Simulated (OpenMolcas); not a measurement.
# Nb⁴⁺ among point charges: CASSCF and CASPT2 levels and susceptibility

How does a field of 6 point charges split the states of Nb⁴⁺, and what χT follows?

Program: OpenMolcas 26.06. Level of theory: state-averaged CASSCF and CASPT2, spin-orbit coupling by RASSI with atomic mean-field integrals. These are calculated values, not measurements, unless marked.

**1. The atom as given**

* Species: Nb⁴⁺ (niobium, Z = 41, 37 electrons)
* Basis: ANO-RCC-VDZP [6s5p3d1f], 43 functions
* Scalar Hamiltonian: DKH2, point nucleus
* Inactive shells: 1s 2s 2p 3s 3p 3d 4s 4p
* Active space: 1 electron in 5 orbitals (4d)
* Some configurations of this space: 4d
* Orbitals: optimised for each spin and parity, averaged over all roots

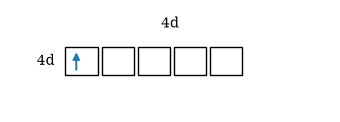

The shells outside the core, filled by Hund's rule for the drawing.

The ion sits among 6 point charges of -1 e arranged as a trigonal prism (D3h), 1.92 Å from the ion, with a polar angle of 58.4° against the regular 49.1°.

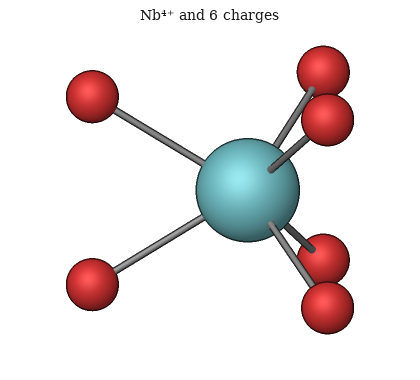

The ion and the point charges (red).

The work runs as a chain of OpenMolcas steps in one folder; each step below is one input file. Labels, J, g values, rates, χT and fits are worked out afterwards by a script from the matrices that RASSI stores.

**2. Basis and integrals**

Input file a.inp:

```
&GATEWAY
Coord
1

Nb 0.0 0.0 0.0
Basis=ANO-RCC-VDZP
Group=NoSym
NoMove
AngMom=0.0 0.0 0.0
AMFI
XField
6 Angstrom 0
1.635825 0.000000 1.005225 -1.000000
-0.817912 1.416666 1.005225 -1.000000
-0.817912 -1.416666 1.005225 -1.000000
1.635825 0.000000 -1.005225 -1.000000
-0.817912 1.416666 -1.005225 -1.000000
-0.817912 -1.416666 -1.005225 -1.000000
&SEWARD
```

What it wrote:

```text
Basis set label: NB.ANO-RCC...6S5P3D1F.

      Electronic valence basis set:
      ------------------
      Associated Effective Charge  41.000000 au
      Associated Actual Charge     41.000000 au
      Nuclear Model: Point charge

      Shell  nPrim  nBasis  Cartesian Spherical Contaminant
         s      21       6        X
         p      18       5        X
         d      13       3                 X
         f       6       1                 X
                  Relativistic Douglas-Kroll-Hess integrals:
                    - DKH order of Hamiltonian: 2
                    - DKH order of Properties : 0
                  Atomic mean-field integrals
```

**3. Reference wave functions, doublets, 5 roots**

Input file a.inp:

```
&RASSCF
FileOrb=start.orb
Symmetry=1
Spin=2
nActEl=1 0 0
Inactive=18
Ras2=5
CIRoot=5 5 1
SDav=5
CIMx=300
Iter=120 100
PrWF=0.3
OrbListing=Nothing
MaxOrb=0
>>> COPY $Project.JobIph JOB001
```

start.orb holds the contracted functions of the basis, ordered by shell, or the orbitals of the step before.

What it wrote (excerpt; [...] marks lines left out):

```text
[...]
      Number of active orbitals                  5
[...]
      Spin quantum number                      0.5
[...]
      Active orbitals                            5
[...]
      Number of CSFs                             5
      Number of root(s) required                 5
[...]
      Convergence after  8 iterations
[...]
      Natural orbitals and occupation numbers for root  1
      sym 1:   0.000000   1.000000   0.000000   0.000000   0.000000
      Natural orbitals and occupation numbers for root  2
      sym 1:  -0.000000  -0.000000  -0.000000   1.000000   0.000000
      Natural orbitals and occupation numbers for root  3
      sym 1:   0.000000   1.000000  -0.000000   0.000000   0.000000
::    RASSCF root number  1 Total energy:  -3820.49643096
::    RASSCF root number  2 Total energy:  -3820.46800623
::    RASSCF root number  3 Total energy:  -3820.46800617
::    RASSCF root number  4 Total energy:  -3820.46787223
::    RASSCF root number  5 Total energy:  -3820.46787222
```

**4. RASSI: spin-orbit coupling between the states**

Input file a.inp:

```
&RASSI
NrOfJobIphs=1 5
1 2 3 4 5
IphNames
JOB001
EJob
SpinOrbit
DIPRint=1.0
SOCoupling=1000.0
Subsets=2
Property=9
'ANGMOM' 1 'ANGMOM' 2 'ANGMOM' 3 'MLTPL  1' 1 'MLTPL  1' 2 'MLTPL  1' 3
'AMFI' 1 'AMFI' 2 'AMFI' 3
SOProperty=3
'ANGMOM' 1 'ANGMOM' 2 'ANGMOM' 3
```

What it wrote (excerpt; [...] marks lines left out):

```text
SPIN-FREE ENERGIES:
  (Shifted by EMIN (a.u.) =      -3820.4964309632)
 SF State       Relative EMIN(au)   Rel lowest level(eV)    D:o, cm**(-1)      L_eff
     1             0.0000000000        0.0000000000              0.0000         2.0
     2             0.0284247342        0.7734764203           6238.5081         2.0
     3             0.0284247920        0.7734779938           6238.5207         2.0
     4             0.0285587315        0.7771226742           6267.9171         2.0
     5             0.0285587417        0.7771229504           6267.9193         2.0
     Dipole printing threshold changed to   1.00000000E+00
[...]
Eigenvalues of complex Hamiltonian:
   -----------------------------------
  (Shifted by EMIN (a.u.) =      -3820.4964309632)
 SO State       Relative EMIN(au)   Rel lowest level(eV)    D:o, cm**(-1)     J-value
     1            -0.0005816617        0.0000000000              0.0000         2.0
     2            -0.0005816617        0.0000000000              0.0000         2.0
     3             0.0236672872        0.6598475158           5322.0291         0.8
     4             0.0236672872        0.6598475158           5322.0291         0.8
     5             0.0273334739        0.7596095376           6126.6641         2.0
     6             0.0273334739        0.7596095376           6126.6641         2.0
     7             0.0317508101        0.8798113786           7096.1573         1.2
     8             0.0317508101        0.8798113786           7096.1573         1.2
     9             0.0317970899        0.8810707177           7106.3146         2.1
    10             0.0317970899        0.8810707177           7106.3146         2.1
Weights of the five most important spin-orbit-free states for each spin-orbit state.
[...]
```

These steps: 2.5 s of run time, 1 thread, shared host.

Spin-free states, with their symmetry labels:

```tsv
state	degeneracy	E (cm-1)	free-ion L (%)
2A1	1	0	D (100)
2E	2	6239	D (100)
2E	2	6268	D (100)
```

With spin-orbit coupling:

```tsv
E (cm-1)	Degeneracy	Label	2S+1	g
0.0	2	E1/2	2	1.26 1.26 1.96
5322	2	E3/2	2	0.00 0.00 2.38
6127	2	E1/2	2	0.03 0.74 0.74
7096	2	E1/2	2	0.00 0.00 5.96
7106	2	E3/2	2	0.00 0.00 3.57
```

Labels of spin-orbit levels are those of the rotation subgroup (D3 for D3h). Principal g values are given for doublets only; a zero marks a field direction without first-order Zeeman splitting.

Powder χT (cm³ K/mol): 0.22 at 2 K, 0.22 at 5 K, 0.22 at 10 K, 0.22 at 20 K, 0.23 at 50 K, 0.24 at 100 K, 0.24 at 150 K, 0.25 at 200 K, 0.26 at 250 K, 0.27 at 300 K.

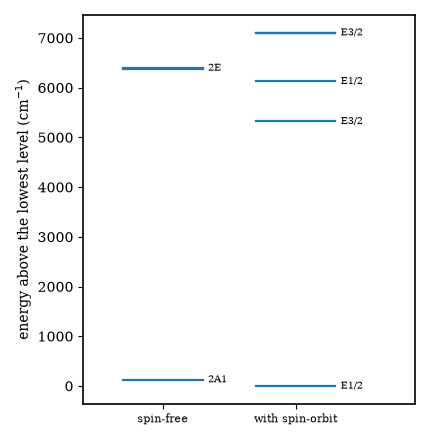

The states in the field without (left) and with (right) spin-orbit coupling.

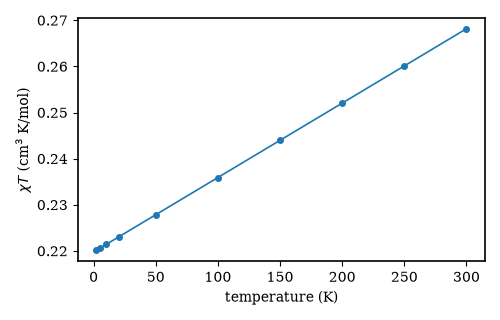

χT against temperature.

Orbitals of the lowest block (energies include the constant potential of the surroundings):

```tsv
shell	space	energy (hartree)	mean occupation	⟨r²⟩ (bohr²)
1s	inactive	-701.3357	2.000	0.00172
2s	inactive	-100.9232	2.000	0.0292
2p	inactive	-89.9388	6.000	0.0231
3s	inactive	-18.0928	2.000	0.222
3p	inactive	-14.3924	6.000	0.228
3d	inactive	-8.3216	10.000	0.224
4s	inactive	-2.6849	2.000	1.50
4p	inactive	-1.5706	6.000	1.80
4d	RAS2		1.000	3.23
```

**5. CASPT2: IPEA 0.25, imaginary shift 0.1 (closed shells correlated: 4s 4p)**

Input file a.inp:

```
>>> COPY JOB001 $Project.JobIph
&CASPT2
Multistate=5 1 2 3 4 5
NoMult
Frozen=14
IPEA=0.25
Imaginary=0.1
MaxIter=60
WThr=0.0 0.3 0.05
PrWF=0.5
NoMix
```

What it wrote:

```text
Orbital specifications:
      -----------------------

      Symmetry species                           1
                                                 a
      Frozen orbitals                           14
      Inactive orbitals                          4
      Active orbitals                            5
      Secondary orbitals                        20
      Deleted orbitals                           0
      Number of basis functions                 43
Type of calculation                        SS-CASPT2
      Fock operator                              state-specific
      IPEA shift                                 0.25
      Real shift                                 0.00
      Imaginary shift                            0.10
      The input orbitals will be transformed to quasi-canonical
Reference energy:       -3820.4964309632
      E2 (Non-variational):      -0.1506091739
      Shift correction:          -0.0000871995
      E2 (Variational):          -0.1506963735
      Total energy:           -3820.6471273366
      Residual norm:              0.0000001073
      Reference weight:           0.96592
      Contributions to the CASPT2 correlation energy
      Active & Virtual Only:          0.0000000001
      One Inactive Excited:          -0.0323252700
      Two Inactive Excited:          -0.1182839041
Reference energy:       -3820.4680062290
      E2 (Non-variational):      -0.1504619154
      Shift correction:          -0.0000873790
      E2 (Variational):          -0.1505492945
      Total energy:           -3820.6185555234
      Residual norm:              0.0000002061
      Reference weight:           0.96592
      Contributions to the CASPT2 correlation energy
      Active & Virtual Only:         -0.0000000000
      One Inactive Excited:          -0.0324741891
      Two Inactive Excited:          -0.1179877264
::    CASPT2 Root  1     Total energy:  -3820.64712734
::    CASPT2 Root  2     Total energy:  -3820.61855552
::    CASPT2 Root  3     Total energy:  -3820.61855336
::    CASPT2 Root  4     Total energy:  -3820.61866812
::    CASPT2 Root  5     Total energy:  -3820.61924703
```

This run took 0.97 s in all on 1 thread, shared host.

SS-CASPT2: lowest energy less the reference's lowest, -0.1507 hartree; reference weights 0.966.

States without spin-orbit coupling:

```tsv
state	degeneracy	E (cm-1)	free-ion L (%)
2A1	1	0	D (100)
2E	2	6183	D (100)
2E	2	6271	D (100)
```

With spin-orbit coupling:

| E (cm-1) | Degeneracy | Label | 2S+1 | g |
| --- | --- | --- | --- | --- |
| 0 | 2 | E1/2 | 2 | 1.27 1.27 1.96 |
| 5260 | 2 | E3/2 | 2 | 0.00 0.00 2.34 |
| 6160 | 2 | E1/2 | 2 | 0.03 0.74 0.74 |
| 7010 | 2 | E1/2 | 2 | 0.00 0.00 5.96 |
| 7110 | 2 | E3/2 | 2 | 0.00 0.00 3.61 |

Powder χT (cm³ K/mol): 0.22 at 2 K, 0.22 at 5 K, 0.22 at 10 K, 0.22 at 20 K, 0.23 at 50 K, 0.24 at 100 K, 0.24 at 150 K, 0.25 at 200 K, 0.26 at 250 K, 0.27 at 300 K.

**6. The methods side by side**

A. CASSCF
B. SS-CASPT2, IPEA 0.25, imaginary shift 0.1 (closed shells correlated: 4s 4p)

```tsv
method	ground state	first state of that spin (cm-1)	first gap with spin-orbit (cm-1)	χT at 300 K
A	2A1	2E 6239	5322.0	0.27
B	2A1	2E 6183	5259.4	0.27
```

**7. Outcome**

| quantity | value |
| --- | --- |
| method | SS-CASPT2, IPEA 0.25, imaginary shift 0.1 (closed shells correlated: 4s 4p) |
| spin-free ground state | 2A1, 1-fold in its orbital part |
| first state of the same spin within the active space | 2E at 6180 cm⁻¹ |
| lowest level | 2-fold E1/2, g = 1.27, 1.27, 1.96 |
| next level | 5259.4 cm⁻¹ |
| χT at 300 K | 0.27 cm³ K/mol |
| effective moment at 300 K | 1.47 μB |

Cost by method:

```tsv
method	time of its own steps	time with the reference
A. CASSCF	2.5 s	2.5 s
B. SS-CASPT2, IPEA 0.25, imaginary shift 0.1, +4s 4p	0.97 s	3.5 s
```

Times are of one thread on a shared host.

**Reading.** The spin-free ground state (2A1) comes to 100 % from free-ion D terms and keeps the highest spin of the shell. χT at 300 K is 0.27, against 0.38 cm³ K/mol for the spin alone, so orbital moment lowers it. CASPT2 does not keep the components of a term degenerate, and the means are used. The field of point charges can differ much from that of real complexes. This is an electrostatic model: the charges have no orbitals.
